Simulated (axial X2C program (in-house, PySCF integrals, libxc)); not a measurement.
# HSnH⁻: bond lengths and stretches, held linear

How do method and spin–orbit coupling move the bonds and stretches of HSnH⁻, held linear?

The runs use an in-house X2C program for linear molecules on PySCF integrals; all-electron X2C, two-component (2c) or spin-free, H dyall-v3z, Sn dyall-v3z.

All values are calculated.

2 further runs of the same task are left out: 2 set aside as unsound or not needed.

### 1 Set-up

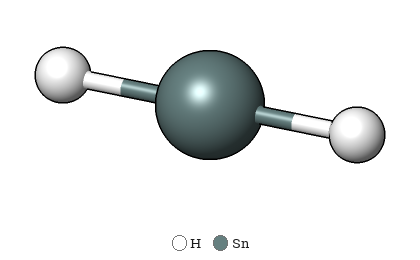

The atoms on one line, bonds 1.720 and 1.720 Å (hydrogen white, tin teal).

The input, task.json:

```json
{
 "zs": [
  1,
  50,
  1
 ],
 "q": -1,
 "bas": [
  "dyall-v3z",
  "dyall-v3z",
  "dyall-v3z"
 ],
 "r0": [
  1.72,
  1.72
 ],
 "symm": 1,
 "scan": [
  "PBE0",
  "HF",
  "TPSSh"
 ],
 "levels": [
  "PBE0",
  "HF",
  "TPSSh"
 ],
 "nst": 2
}
```

Keys: zs atomic numbers; q charge; bas basis sets; r0 starting distance in Å; symm equal bonds; scan levels of the two-bond scan (MP2 follows by itself at each HF point); levels methods; nst determinants followed.

Command:

```sh
$ python solin.py task.json out
```

Masses H 1.008, Sn 119.902, H 1.008 u.

### 2 Scan at PBE0, 2c

State: Ω = 3/2 (beyond evenly filled blocks: ω = 3/2). Energies above the lowest point, from the job's result record:

```
r(H–Sn) (Å)  r(Sn–H) (Å)  E (meV)
     1.8700       1.8700    18.26
     1.8700       1.9180     7.40
     1.8700       1.9659     7.60
     1.9180       1.8700     7.40
     1.9180       1.9180     0.00
     1.9180       1.9659     3.61
     1.9180       2.0139    15.76
     1.9659       1.8700     7.60
     1.9659       1.9180     3.61
     1.9659       1.9659    10.59
     2.0139       1.9180    15.76
     2.0139       2.0139    44.83
```

A quadratic surface with cubic terms in each bond gives the minimum at 1.923 and 1.923 Å, force constants 0.747, 0.747 and coupling 0.23 mdyn/Å.

### 3 Scan at HF, 2c

State: Ω = 3/2 (beyond evenly filled blocks: ω = 3/2). Energies above the lowest point, from the job's result record:

| r(H–Sn) (Å) | r(Sn–H) (Å) | E (meV) |
| --- | --- | --- |
| 1.8700 | 1.8700 | 19.98 |
| 1.8700 | 1.9180 | 7.89 |
| 1.8700 | 1.9659 | 6.34 |
| 1.9180 | 1.8700 | 7.89 |
| 1.9180 | 1.9180 | 0.00 |
| 1.9180 | 1.9659 | 2.64 |
| 1.9180 | 2.0139 | 13.08 |
| 1.9659 | 1.8700 | 6.34 |
| 1.9659 | 1.9180 | 2.64 |
| 1.9659 | 1.9659 | 9.49 |
| 2.0139 | 1.9180 | 13.08 |
| 2.0139 | 2.0139 | 42.91 |

A quadratic surface with cubic terms in each bond gives the minimum at 1.925 and 1.925 Å, force constants 0.705, 0.705 and coupling 0.29 mdyn/Å.

### 4 Scan at TPSSh, 2c

State: Ω = 3/2 (beyond evenly filled blocks: ω = 3/2). Energies above the lowest point, from the job's result record:

| r(H–Sn) (Å) | r(Sn–H) (Å) | E (meV) |
| --- | --- | --- |
| 1.8700 | 1.8700 | 24.07 |
| 1.8700 | 1.9180 | 10.28 |
| 1.8700 | 1.9659 | 7.67 |
| 1.9180 | 1.8700 | 10.28 |
| 1.9180 | 1.9180 | 0.00 |
| 1.9180 | 1.9659 | 0.85 |
| 1.9180 | 2.0139 | 10.34 |
| 1.9659 | 1.8700 | 7.67 |
| 1.9659 | 1.9180 | 0.85 |
| 1.9659 | 1.9659 | 5.12 |
| 2.0139 | 1.9180 | 10.34 |
| 2.0139 | 2.0139 | 34.17 |

A quadratic surface with cubic terms in each bond gives the minimum at 1.933 and 1.933 Å, force constants 0.72, 0.72 and coupling 0.24 mdyn/Å.

### 5 Comparison

| level | r(H–Sn) (Å) | r(Sn–H) (Å) | lower stretch (cm⁻¹) | upper stretch (cm⁻¹) |
| --- | --- | --- | --- | --- |
| PBE0, 2c | 1.923 | 1.923 | 936.6 | 1285.6 |
| HF, 2c | 1.925 | 1.925 | 841.1 | 1295.9 |
| TPSSh, 2c | 1.933 | 1.933 | 908.7 | 1270.3 |
| MP2, 2c | 1.899 | 1.899 | 949.7 | 1378.7 |
| PBE0, spin-free | 1.922 | 1.922 | 943.2 | 1287.0 |
| HF, spin-free | 1.924 | 1.924 | 847.0 | 1297.3 |
| TPSSh, spin-free | 1.932 | 1.932 | 914.7 | 1271.6 |
| MP2, spin-free | 1.898 | 1.898 | 956.3 | 1380.4 |

Scans not shown above were run alike.

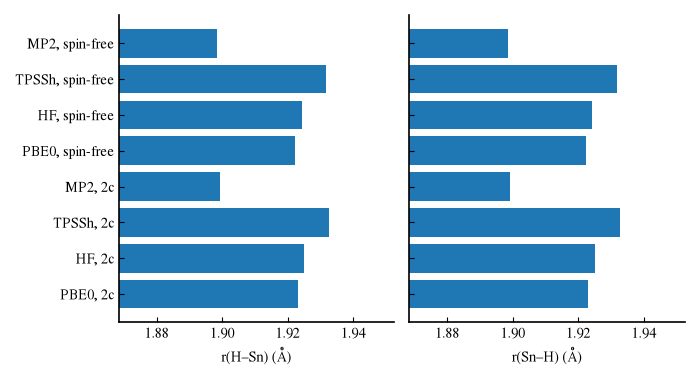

The two bond lengths by level.

What this shows: Over the levels the H–Sn bond spans 1.898 to 1.933 Å and the Sn–H bond 1.898 to 1.933 Å. At PBE0 spin–orbit coupling leaves both bonds unchanged to 0.001 Å. Each state is one determinant, the lowest of a limited PBE0 search; the stretches come from a fit to few points and are good to some per cent at best. MP2 freezes inner shells (threshold -2 hartree). For an anion the highest level of a functional can be positive, and the basis then holds the extra electron. The molecule was held linear; bending was not examined, so a bent shape may lie lower. Note: several unpaired electrons, one determinant need not be a pure state.
